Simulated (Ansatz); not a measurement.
CH$_{3}$ClO$_{2}$SW (SMILES C[O][W](=[O])(=[S])[Cl])

```xyz
9

C     0.9142   -0.2464   -0.0076
Cl   -3.1694   -2.2015   -1.5161
O    -0.4266   -0.6158   -0.1767
O    -2.7028   -1.0877    1.5247
S    -0.9370   -3.5715    0.9811
W    -1.8017   -1.7610    0.2552
H     1.2644    0.2386   -0.9310
H     1.5323   -1.1361    0.1950
H     1.0043    0.4638    0.8289
```

Geometry: PBE0-D4/def2-SVP; core potentials replace the inner electrons of W.

All numbers below come from isolated molecule in a Gaussian basis; Kohn-Sham density functional theory, functional PBE0 (Ansatz 0.2.0).

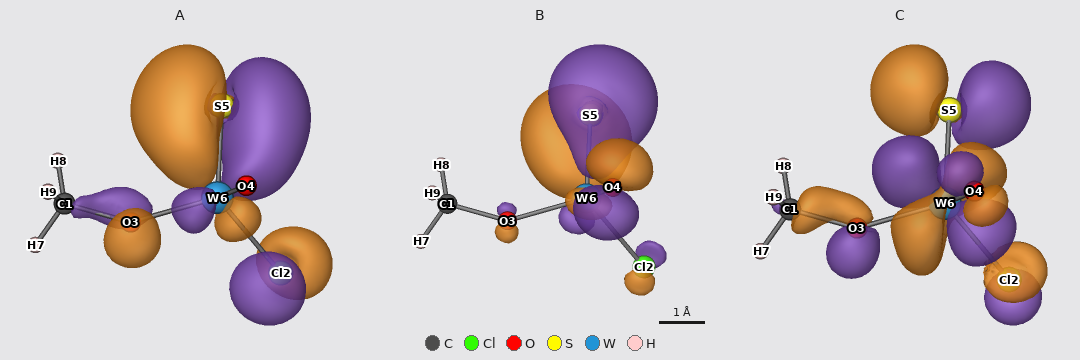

Figure 1. Three frontier orbitals at ±0.1 Å⁻³ᐟ² (orange and purple are the two phases), in no order.

### Order the three orbitals by energy and name them.

A is the HOMO−1 (−8.50 eV). By Hirshfeld shares it lies mainly on S5 (about 60 %), W6 (about 20 %), Cl2 (about 10 %) and O3 (about 5 %). B is the HOMO (−7.90 eV). It lies mainly on S5 (about 70 %), O4 (about 15 %) and W6 (about 10 %); largely a lone pair of S5. C is the LUMO (−2.76 eV). Its weight (Hirshfeld) is mainly on W6 (about 50 %), S5 (about 25 %), Cl2 (about 5 %) and O3 (about 5 %).

### What is the HOMO–LUMO gap?

5.14 eV between the orbital energies.

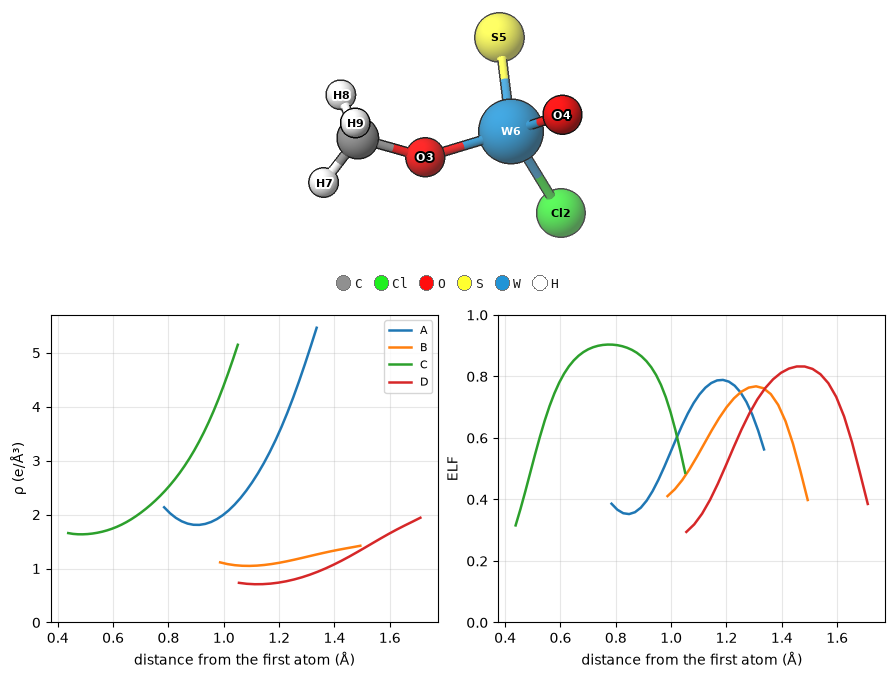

Figure 2. Electron density and electron localisation function along straight lines between neighbouring atoms. The curves leave out the atomic cores. The structure is drawn too.

### Which curve belongs to which contact (C–O, W–Cl, W–O and W–S)? The first atom named is at distance zero.

Curve A: W–O (1.70 Å): ρ at the midpoint is about 1.9 e/Å³; the ELF peaks at about 0.80 in the valence shell of O, 0.5 Å from its nucleus, and drops to about 0.35 between the two atoms. Curve B: W–S (2.13 Å): ρ at the midpoint is about 1.1 e/Å³; the ELF peaks at about 0.75 in the valence shell of S, 0.8 Å from its nucleus, and is about 0.50 at the midpoint. Curve C: C–O (1.40 Å): the density is about 2 e/Å³ at the midpoint, with its minimum of 1.6 e/Å³ about 0.5 Å from C; the ELF peaks at about 0.90 between the atoms, as expected for a shared but strongly polarised pair. Curve D: W–Cl (2.28 Å): the density is about 0.71 e/Å³ at the midpoint; the ELF peaks at about 0.85 in the valence shell of Cl, 0.8 Å from its nucleus, and is about 0.40 at the midpoint.

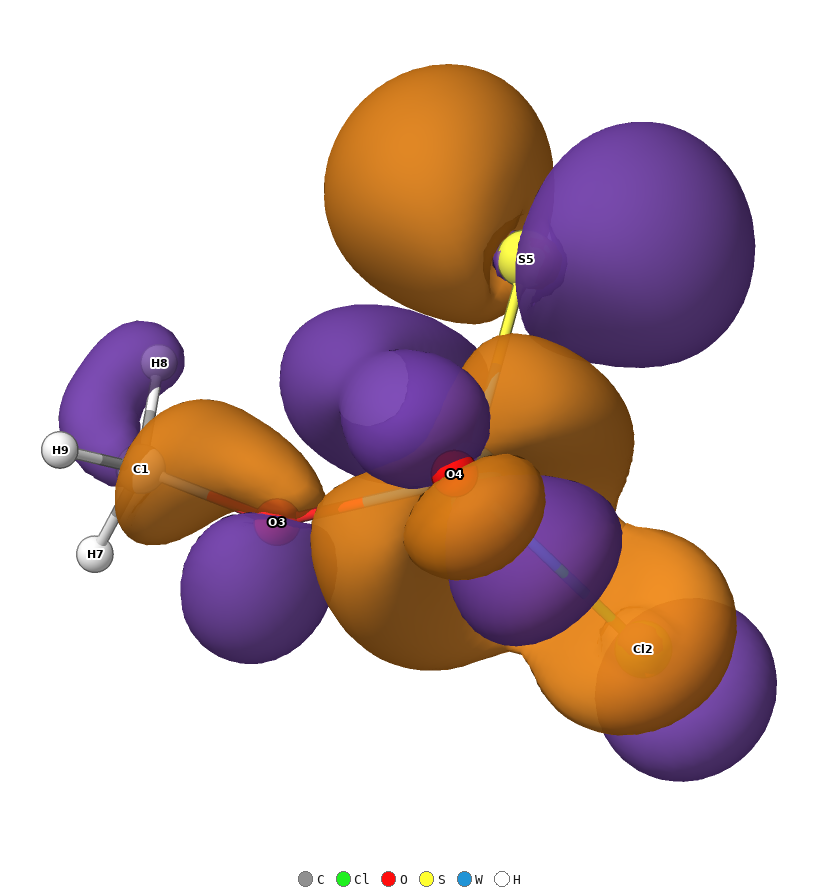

Figure 3. The LUMO at ±0.06 Å⁻³ᐟ² (orange and purple are the two phases), seen at a tilt.

### What is the character of this orbital?

It lies mainly on W6 (about 50 %), S5 (about 25 %), Cl2 (about 5 %) and O3 (about 5 %). Its energy is −2.76 eV.
